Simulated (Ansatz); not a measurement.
# Calculations on SiH3F3

### Relaxation

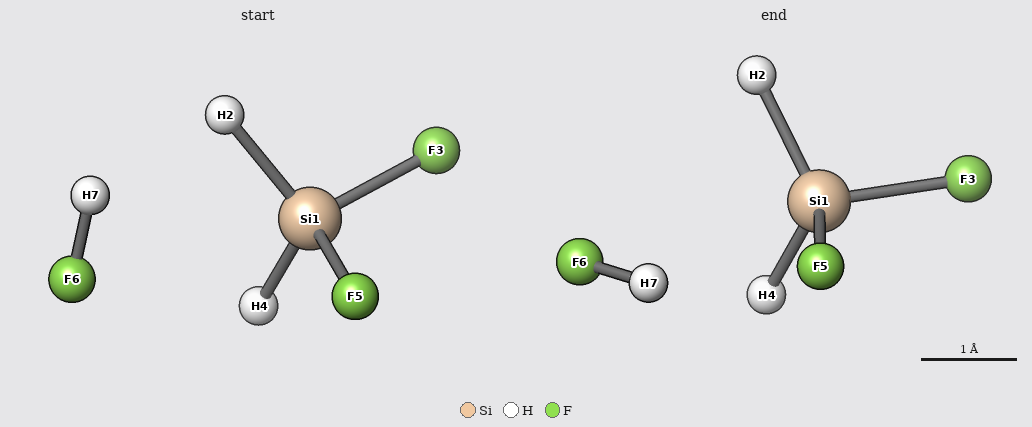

The structure of SiH$_{3}$F$_{3}$ before (left) and after (right) a relaxation, at one scale.

A ball-and-stick model, seen at a tilt.

The run prepares an end point of a later path (reaction) calculation, from a guessed geometry.

Level of theory: RKS BLYP-D4/def2-SVP in Ansatz. Set-up: no spin polarisation; force threshold 0.03 eV/Å; at most 50 steps.

### Summarise the run.

The atom that moves furthest after the best rigid fit is H7 (1.08 Å). By element the largest moves are H 1.08 Å, F 0.63 Å, Si 0.22 Å. Among the contacts that change: Si1–F5 1.628 → 1.658 Å, F6–H7 0.931 → 0.946 Å, Si1–H2 1.474 → 1.484 Å, Si1–H4 1.479 → 1.484 Å. Bond angles that change, for instance: H4–Si1–F5 111.0° → 108.8°. The energy falls by 4.91 kcal/mol in 13 accepted moves (16 points after the start). The largest force component goes from 0.39 to 0.0078 eV/Å. The line search rejected the trial steps at points 2, 6, 11 of the run.

### Relaxation

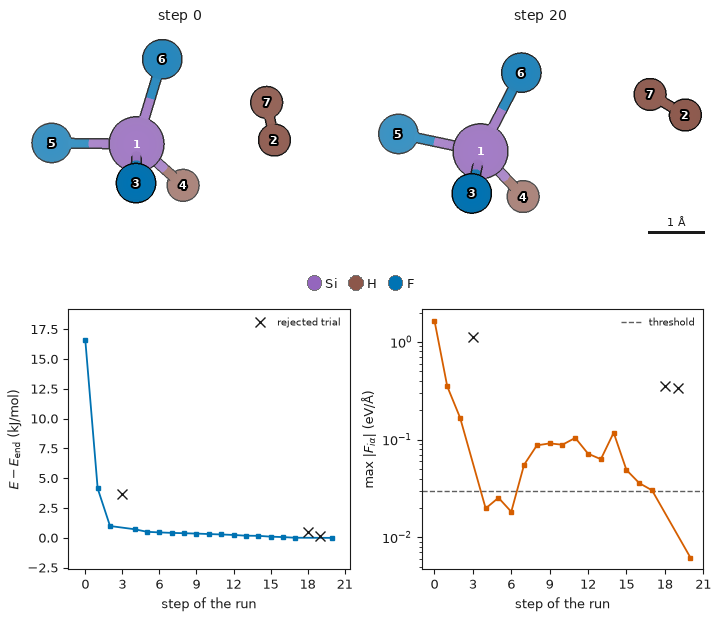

First and last geometry of a relaxation of SiH$_{3}$F$_{3}$, with the history of the run. A ball-and-stick model, seen at a tilt.

The run prepares an end point of a later path (reaction) calculation, from a guessed geometry.

Computed with RKS BLYP-D4/def2-SVP (Ansatz). (no spin polarisation; force threshold 0.03 eV/Å; at most 50 steps)

Q: Read the history and describe the run.

A: It converged. The atom that moves furthest after the best rigid fit is H2 (1.04 Å). By element the largest moves are H 1.04 Å, F 0.49 Å, Si 0.33 Å. Some distances before and after: H2–H7 0.719 → 0.767 Å, Si1–F6 1.607 → 1.621 Å. The energy falls by 16.6 kJ/mol in 17 accepted moves (20 points after the start). The largest force component goes from 1.7 to 0.0062 eV/Å. The line search rejected the trial steps at points 3, 18, 19 of the run. The forces were under the threshold at step 4, but the run went on from there. Cost: 15 s on 1 thread of AMD EPYC 9R45 96-Core Processor (Zen 5), with other jobs on the host, peak memory 0.14 GiB.

```tsv
step	E − E(0), kJ/mol	largest force component, eV/Å	note
0	0.00	1.6552	
1	-12.42	0.3506	
2	-15.57	0.1680	
3	-12.85	1.1323	rejected
4	-15.85	0.0198	
5	-16.06	0.0254	
6	-16.11	0.0183	
7	-16.15	0.0553	
8	-16.18	0.0874	
9	-16.21	0.0916	
10	-16.25	0.0887	
11	-16.28	0.1042	
12	-16.32	0.0718	
13	-16.39	0.0631	
14	-16.40	0.1179	
15	-16.47	0.0489	
16	-16.50	0.0359	
17	-16.56	0.0303	
18	-16.09	0.3515	rejected
19	-16.40	0.3370	rejected
20	-16.57	0.0062
```

### Path

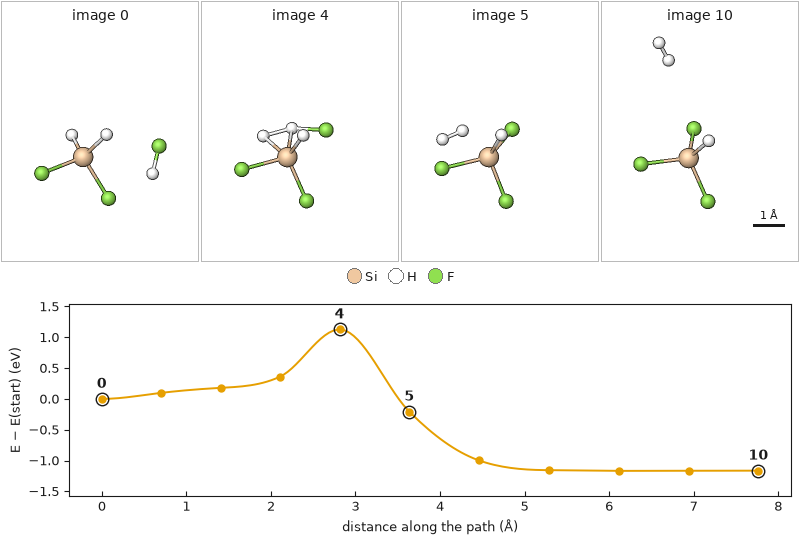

A search for the minimum-energy path of SiH₃F₃ by the nudged elastic band. Images are numbered from 0 (start) to 10 (end). The picture is a ball-and-stick view, seen at a tilt.

Level of theory: RKS BLYP-D4/def2-SVP in Ansatz 0.2.0. Run with 9 movable images; climbing image; force threshold 0.05 eV/Å; iteration limit 60; starting path through a guess of the saddle point.

What happens along the path, and what is the barrier?

Answer. The highest point, image 4, lies 1.13 eV above the start and 2.29 eV above the end; the end is at −1.16 eV relative to the start. Breaking: F–H (0.95 → 2.48 Å), H–Si (1.48 → 3.95 Å). Forming: H–H (2.96 → 0.77 Å), F–Si (2.84 → 1.62 Å). The band converged in 21 iterations, with a climbing image at the top. At the top, the vibrational analysis gives one imaginary mode (948i cm⁻¹), as a transition state must have.
